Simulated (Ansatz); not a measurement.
Cost and result by functional for the surface energy of the (10-11) surface of hcp Zr in its 1x1 cell, outermost plane spacing 0.41 Å in the ideal cut, in Ansatz (plane waves, PAW). Single points on the PBE structure, on one kind of machine; costs are rough ratios of the slab run's core time (references not counted) to the cheapest single point. r2SCAN's cost holds its higher cutoff (500 against 420 eV). Differences are taken against r2SCAN for comparison alone: no measured value is at hand, so the table doesn't rank accuracy.

Slab: 10 atoms, 10.3 Å thick at the start (thin: gaps and levels are the slab's own); k 12x7x1, smearing 0.1 eV, dipole-corrected; all atoms relaxed; held to the part of the start's symmetry that mesh and held atoms allow; no spin, no spin-orbit, no U. These notes are the PBE run's.

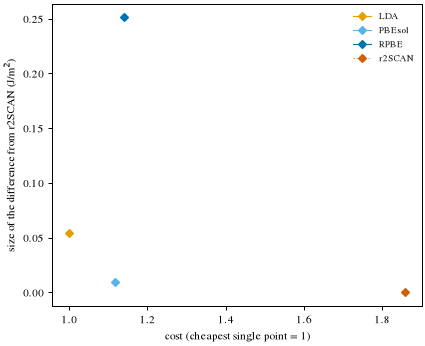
Fig. 1. Difference from r2SCAN against cost

```json
[
 {"functional": "LDA", "relative cost": "1", "surface energy (J/m²)": "1.78", "less r2SCAN (J/m²)": "0.05"},
 {"functional": "PBEsol", "relative cost": "1", "surface energy (J/m²)": "1.74", "less r2SCAN (J/m²)": "0.01"},
 {"functional": "RPBE", "relative cost": "1", "surface energy (J/m²)": "1.48", "less r2SCAN (J/m²)": "-0.25"},
 {"functional": "r2SCAN", "relative cost": "2", "surface energy (J/m²)": "1.73", "less r2SCAN (J/m²)": "0.00"},
 {"functional": "PBE (the relaxed run's value)", "relative cost": "–", "surface energy (J/m²)": "1.59", "less r2SCAN (J/m²)": "-0.14"}
]
```

The values span 0.30 J/m², while the single points' costs differ by a factor of roughly 2. Differences are of unrounded values.

Ansatz is a first-principles code.
